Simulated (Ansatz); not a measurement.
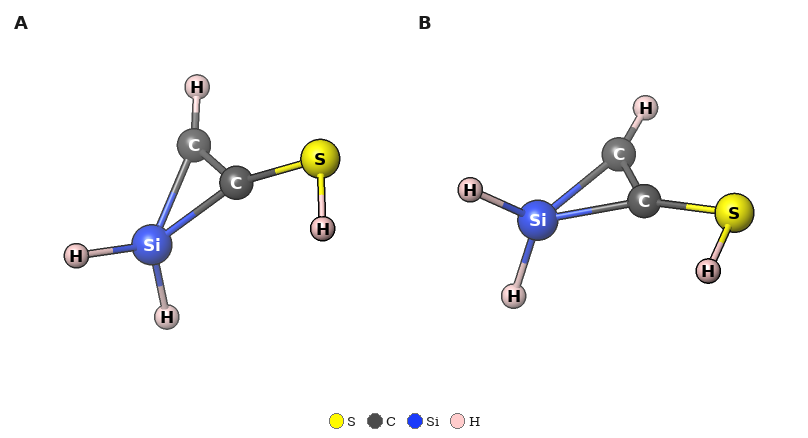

Distant atoms are faded towards the background colour. Computed geometry: PBE0-D4/def2-TZVP optimisation. No frequency run is at hand to confirm it as a minimum.

Question: Are A and B the same structure? If not, how do they differ?

Answer: Yes. They are the same structure, C2H4SSi (SC1=C[SiH2]1), seen from two directions. With point group Cs it is achiral, so its mirror image would be the same too.
